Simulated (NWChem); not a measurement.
**the pair AlH2SF···P2H4: a chain of runs**

We compute a single-point energy (singlet AlP2H6SF, PBE-D3(BJ)/3-21G), then a single-point energy (singlet AlH2SF, PBE-D3(BJ)/3-21G), then a single-point energy (singlet P2H4, PBE-D3(BJ)/3-21G), then a single-point energy (singlet AlH2SF, PBE-D3(BJ)/3-21G), then a single-point energy (singlet P2H4, PBE-D3(BJ)/3-21G) of AlFH6P2S and its partners. 

The calculation is run with NWChem 7.3.0.

## 1. The system as given

AlP2H6SF has 11 atoms, charge 0, and is taken as a singlet. The two molecules were placed rigidly side by side, at 0.9 times their contact distance; the pair isn't optimised.

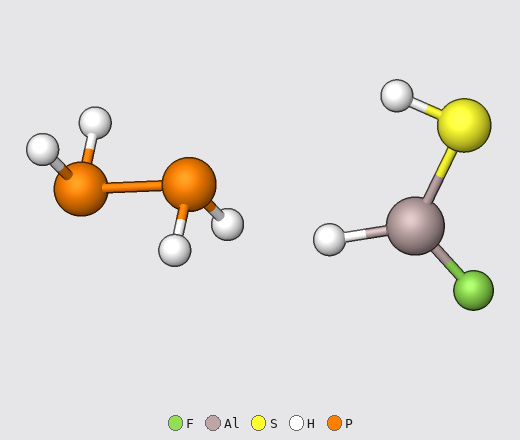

Viewed from a chosen angle; fluorine green, aluminium light grey, sulfur yellow, hydrogen white, phosphorus orange.

## 2. The energy at PBE-D3(BJ)/3-21G (run 1)

Input file alfh6p2s.nw:

```
start alfh6p2s
memory 2200 mb

geometry units bohr noautosym nocenter noautoz
  F     -2.29314486    -2.87438682     1.67391940
  Al    -0.98998972    -0.55625978     0.06254993
  S      2.88394883     0.37291855     1.02385361
  H     -2.55317117     0.84119269    -2.03504606
  H      2.95235692     2.21653536    -0.72527689
  P     -4.34567089     3.92764457   -10.31095045
  P     -2.68974168     3.50483725    -6.46484756
  H     -3.51747952     6.47074350   -10.57135471
  H     -2.15081069     2.98879084   -11.54471484
  H     -3.53159577     0.96723742    -6.19575056
  H     -4.87912168     4.45986704    -5.23391776
end

basis spherical bse
  * library 3-21G
end

dft
  xc xpbe96 cpbe96
  disp vdw 4
  grid fine
  convergence energy 1e-08
  iterations 100
  mulliken
  noprint "final vectors analysis"
end

task dft
```

Launch:

```console
$ nwchem alfh6p2s.nw > alfh6p2s.out
```

The log of the run:

```text
[...]
          Wavefunction type:  closed shell.
          No. of atoms     :    11
          No. of electrons :    74
[...]
          Charge           :     0
          Spin multiplicity:     1
[...]
          AO basis - number of functions:    73
[...]
              XC Information
              --------------
          PerdewBurkeErnzerhof Exchange Functional  1.000
            Perdew 1991 LDA Correlation Functional  1.000 local
           PerdewBurkeErnz. Correlation Functional  1.000 non-local
[...]
 d= 0,ls=0.0,diis     1  -1418.5914549633 -1.77D+03  3.80D-02  1.04D+00     2.0
[...]
 d= 0,ls=0.0,diis    12  -1418.7228990105 -1.51D-10  1.38D-07  5.41D-11    16.0
         Total DFT energy =    -1418.722899010533
      One electron energy =    -2658.680962621168
           Coulomb energy =      994.824857232060
    Exchange-Corr. energy =     -102.561667071113
 Nuclear repulsion energy =      347.703856817299
    Dispersion correction =       -0.008983367611
[...]
      Total Density - Mulliken Population Analysis
     ---------------------------------------------
    Atom       Charge   Shell Charges
 -----------   ------   -------------------------------------------------------
    1 F    9     9.33   1.98  0.44  2.49  1.53  2.89
    2 Al  13    12.20   2.00  1.98  5.86  0.72  1.17  0.22  0.26
    3 S   16    16.42   2.00  1.96  5.87  1.04  2.50  0.98  2.07
    4 H    1     1.16   0.41  0.75
    5 H    1     0.89   0.44  0.45
    6 P   15    15.12   2.00  1.97  5.85  0.85  1.93  1.14  1.38
    7 P   15    15.12   2.00  1.97  5.85  0.85  1.93  1.13  1.40
    8 H    1     0.94   0.44  0.50
    9 H    1     0.94   0.44  0.50
   10 H    1     0.94   0.44  0.50
[...]
```

Run time: 17 s. Hardware: 1 thread of Intel Xeon Platinum 8259CL at 2.50GHz (Skylake/Cascade Lake), shared host; peak memory 0.13 GiB.

## 3. AlH2SF: the energy at PBE-D3(BJ)/3-21G (run 2)

Input file alfh2s.nw:

```
start alfh2s
title "AlFH2S energy"
memory stack 880 mb heap 220 mb global 1100 mb
charge 0
geometry units angstrom noautosym nocenter noautoz
 F     -1.213480    -1.521060     0.885800
 Al    -0.523880    -0.294360     0.033100
 S      1.526120     0.197340     0.541800
 H     -1.351080     0.445140    -1.076900
 H      1.562320     1.172940    -0.383800
end
basis spherical bse
 * library 3-21G
end
dft
 xc xpbe96 cpbe96
 disp vdw 4
 grid fine
 convergence energy 1e-08
 iterations 100
 mulliken
 print low
end
task dft
```

Launch:

```console
$ nwchem alfh2s.nw > alfh2s.out
```

The log of the run:

```text
[...]
 d= 0,ls=0.0,diis     1   -737.3741983788 -8.68D+02  6.80D-02  7.70D-01     0.5
[...]
 d= 0,ls=0.0,diis    10   -737.4767928680 -9.51D-09  1.53D-06  5.97D-09     3.6
         Total DFT energy =     -737.476792867970
      One electron energy =    -1283.782975746291
           Coulomb energy =      470.607845843951
    Exchange-Corr. energy =      -55.061982382757
 Nuclear repulsion energy =      130.763171485156
    Dispersion correction =       -0.002852068030
[...]
      Total Density - Mulliken Population Analysis
     ---------------------------------------------
    Atom       Charge   Shell Charges
 -----------   ------   -------------------------------------------------------
    1 F    9     9.34   1.98  0.44  2.49  1.53  2.89
    2 Al  13    12.22   2.00  1.98  5.86  0.72  1.17  0.23  0.26
    3 S   16    16.41   2.00  1.96  5.87  1.04  2.50  0.98  2.06
    4 H    1     1.14   0.41  0.73
    5 H    1     0.90   0.44  0.45
[...]
```

Wall time 4.2 s (1 thread of Intel Xeon Platinum 8259CL at 2.50GHz (Skylake/Cascade Lake), shared host); peak memory 0.12 GiB.

## 4. P2H4: a single-point energy at PBE-D3(BJ)/3-21G (run 3)

Input file h4p2.nw:

```
START h4p2
TITLE "H4P2"
memory stack 880 mb heap 220 mb global 1100 mb

GEOMETRY units angstroms noautosym nocenter noautoz
P    -2.299630    2.078420   -5.456320
P    -1.423350    1.854680   -3.421050
H    -1.861370    3.424170   -5.594120
H    -1.138160    1.581600   -6.109200
H    -1.868840    0.511840   -3.278650
H    -2.581920    2.360060   -2.769670
END

BASIS spherical bse
* library 3-21G
END

DFT
xc xpbe96 cpbe96
mult 1
disp vdw 4
grid fine
convergence energy 1e-08
maxiter 100
mulliken
print low
END

TASK dft energy
```

Launch:

```console
$ nwchem h4p2.nw > h4p2.out
```

The log of the run:

```text
[...]
 d= 0,ls=0.0,diis     1   -681.2122707840 -7.70D+02  2.13D-02  2.70D-01     0.6
[...]
 d= 0,ls=0.0,diis     7   -681.2417386155 -1.96D-09  5.74D-07  9.71D-11     2.9
         Total DFT energy =     -681.241738615450
      One electron energy =    -1118.434950482711
           Coulomb energy =      396.076583389179
    Exchange-Corr. energy =      -47.498063636469
 Nuclear repulsion energy =       88.619064929479
    Dispersion correction =       -0.004372814929
[...]
      Total Density - Mulliken Population Analysis
     ---------------------------------------------
    Atom       Charge   Shell Charges
 -----------   ------   -------------------------------------------------------
    1 P   15    15.12   2.00  1.97  5.85  0.85  1.93  1.13  1.39
    2 P   15    15.12   2.00  1.97  5.85  0.85  1.93  1.13  1.39
    3 H    1     0.94   0.44  0.50
    4 H    1     0.94   0.44  0.50
    5 H    1     0.94   0.44  0.50
    6 H    1     0.94   0.44  0.50
[...]
```

It took 3.6 s on 1 thread of Intel Xeon Platinum 8259CL at 2.50GHz (Skylake/Cascade Lake), shared host; peak memory 0.12 GiB.

## 5. AlH2SF among ghost functions: the energy at PBE-D3(BJ)/3-21G (with ghost functions) (run 4)

Input file job.nw:

```
start job
title "AlFH2S PBE"
memory total 2200 mb
charge 0

geometry noautosym nocenter noautoz
  F       -1.213480      -1.521060       0.885800
  Al      -0.523880      -0.294360       0.033100
  S        1.526120       0.197340       0.541800
  H       -1.351080       0.445140      -1.076900
  H        1.562320       1.172940      -0.383800
  bqP     -2.299630     2.078420    -5.456320
  bqP     -1.423350     1.854680    -3.421050
  bqH     -1.861370     3.424170    -5.594120
  bqH     -1.138160     1.581600    -6.109200
  bqH     -1.868840     0.511840    -3.278650
  bqH     -2.581920     2.360060    -2.769670
end

basis "ao basis" spherical bse
  F library 3-21G
  Al library 3-21G
  S library 3-21G
  H library 3-21G
  bqP library P 3-21G
  bqH library H 3-21G
end

dft
  xc xpbe96 cpbe96
  mult 1
  disp vdw 4
  grid fine
  convergence energy 1e-08
  iterations 100
  mulliken
  noprint "final vectors analysis"
end

task dft energy
```

Launch:

```console
$ nwchem job.nw > job.out
```

The log of the run:

```text
[...]
          Wavefunction type:  closed shell.
          No. of atoms     :    11
          No. of electrons :    40
[...]
          Charge           :     0
          Spin multiplicity:     1
[...]
          AO basis - number of functions:    73
[...]
              XC Information
              --------------
          PerdewBurkeErnzerhof Exchange Functional  1.000
            Perdew 1991 LDA Correlation Functional  1.000 local
           PerdewBurkeErnz. Correlation Functional  1.000 non-local
[...]
 d= 0,ls=0.0,diis     1   -737.3760102570 -8.68D+02  3.63D-02  7.69D-01     1.8
[...]
 d= 0,ls=0.0,diis    10   -737.4786075320 -9.49D-09  8.09D-07  5.92D-09    12.5
         Total DFT energy =     -737.478607532027
      One electron energy =    -1283.754323127896
           Coulomb energy =      470.574084521987
    Exchange-Corr. energy =      -55.058688343245
 Nuclear repulsion energy =      130.763171485156
    Dispersion correction =       -0.002852068030
[...]
      Total Density - Mulliken Population Analysis
     ---------------------------------------------
    Atom       Charge   Shell Charges
 -----------   ------   -------------------------------------------------------
    1 F    9     9.33   1.98  0.44  2.49  1.53  2.89
    2 Al  13    12.21   2.00  1.98  5.86  0.71  1.18  0.23  0.26
    3 S   16    16.41   2.00  1.96  5.87  1.04  2.50  0.98  2.06
    4 H    1     1.14   0.41  0.73
    5 H    1     0.90   0.44  0.46
    6 X    0     0.00   0.00 -0.00 -0.00 -0.00  0.00  0.00  0.00
    7 X    0    -0.00   0.00  0.00 -0.00  0.00  0.00 -0.00 -0.00
    8 X    0     0.00  -0.00  0.00
    9 X    0     0.00  -0.00  0.00
   10 X    0     0.00  -0.00  0.00
[...]
```

It took 13 s on 1 thread of Intel Xeon Platinum 8259CL at 2.50GHz (Skylake/Cascade Lake), shared host; peak memory 0.13 GiB.

## 6. P2H4 among ghost functions: the energy at PBE-D3(BJ)/3-21G (with ghost functions) (run 5)

Input file m1.nw:

```
start m1
memory 2200 mb
geometry units au noautosym nocenter noautoz
  P     -4.34567089     3.92764457   -10.31095045
  P     -2.68974168     3.50483725    -6.46484756
  H     -3.51747952     6.47074350   -10.57135471
  H     -2.15081069     2.98879084   -11.54471484
  H     -3.53159577     0.96723742    -6.19575056
  H     -4.87912168     4.45986704    -5.23391776
  bqF     -2.293145    -2.874387     1.673919
  bqAl    -0.989990    -0.556260     0.062550
  bqS      2.883949     0.372919     1.023854
  bqH     -2.553171     0.841193    -2.035046
  bqH      2.952357     2.216535    -0.725277
end
basis spherical bse
  P library 3-21G
  H library 3-21G
  bqF library F 3-21G
  bqAl library Al 3-21G
  bqS library S 3-21G
  bqH library H 3-21G
end
dft
  xc xpbe96 cpbe96
  disp vdw 4
  grid fine
  convergence energy 1e-08
  maxiter 100
  mulliken
  print low
end
task dft energy
```

Launch:

```console
$ nwchem m1.nw > m1.out
```

The log of the run:

```text
[...]
 d= 0,ls=0.0,diis     1   -681.2135759718 -7.70D+02  9.94D-03  2.71D-01     1.8
[...]
 d= 0,ls=0.0,diis     8   -681.2431471631 -6.81D-10  4.06D-08  1.67D-12    10.6
         Total DFT energy =     -681.243147163145
      One electron energy =    -1118.406358830234
           Coulomb energy =      396.043505602475
    Exchange-Corr. energy =      -47.494979675473
 Nuclear repulsion energy =       88.619058554875
    Dispersion correction =       -0.004372814788
[...]
      Total Density - Mulliken Population Analysis
     ---------------------------------------------
    Atom       Charge   Shell Charges
 -----------   ------   -------------------------------------------------------
    1 P   15    15.12   2.00  1.97  5.85  0.85  1.93  1.14  1.39
    2 P   15    15.11   2.00  1.97  5.85  0.85  1.93  1.13  1.37
    3 H    1     0.94   0.44  0.50
    4 H    1     0.94   0.44  0.50
    5 H    1     0.94   0.44  0.50
    6 H    1     0.94   0.44  0.50
    7 X    0    -0.00   0.00  0.00 -0.00 -0.00 -0.00
    8 X    0     0.01  -0.00 -0.00 -0.00 -0.00  0.00  0.00  0.01
    9 X    0    -0.00   0.00  0.00 -0.00  0.00  0.00 -0.00 -0.00
   10 X    0    -0.00   0.00 -0.00
[...]
```

It took 11 s on 1 thread of Intel Xeon Platinum 8259CL at 2.50GHz (Skylake/Cascade Lake), shared host; peak memory 0.13 GiB.

## 7. Summary of results

```
                                                                                                                  quantity           value
                                                                                     run 1, PBE-D3(BJ)/3-21G: total energy  -1418.72290 Eh
                                                                                    run 1, PBE-D3(BJ)/3-21G: dipole moment          2.21 D
                                                                                run 1, PBE-D3(BJ)/3-21G: dispersion energy   -23.59 kJ/mol
                                                                                                      AlH2SF: total energy   -737.47679 Eh
                                                                                                 AlH2SF: dispersion energy    -7.49 kJ/mol
                                                                                                        P2H4: total energy   -681.24174 Eh
                                                                                                   P2H4: dispersion energy   -11.48 kJ/mol
                                                                                AlH2SF among ghost functions: total energy   -737.47861 Eh
                                                                               AlH2SF among ghost functions: dipole moment          2.15 D
                                                                           AlH2SF among ghost functions: dispersion energy    -7.49 kJ/mol
                                                                                  P2H4 among ghost functions: total energy   -681.24315 Eh
                                                                             P2H4 among ghost functions: dispersion energy   -11.48 kJ/mol
              interaction energy of the rigid parts AlH2SF and P2H4 (parts in their own basis; closest atoms 2.26 Å apart)       -0.119 eV
interaction energy of the rigid parts AlH2SF and P2H4 (parts in the whole basis, counterpoise; closest atoms 2.26 Å apart)       -0.031 eV
```

**Reading.** The interaction energy of the rigid parts AlH2SF and P2H4 (parts in their own basis; closest atoms 2.26 Å apart) is −0.12 eV (−11.5 kJ/mol): the parts attract. Without counterpoise this holds the superposition error of the basis. The interaction energy of the rigid parts AlH2SF and P2H4 (parts in the whole basis, counterpoise; closest atoms 2.26 Å apart) is −0.03 eV (−3.0 kJ/mol): the parts attract. The basis-set superposition error is 8.5 kJ/mol. Mulliken charges (P2H4) run from -0.12 on P1 to +0.06 on H3.
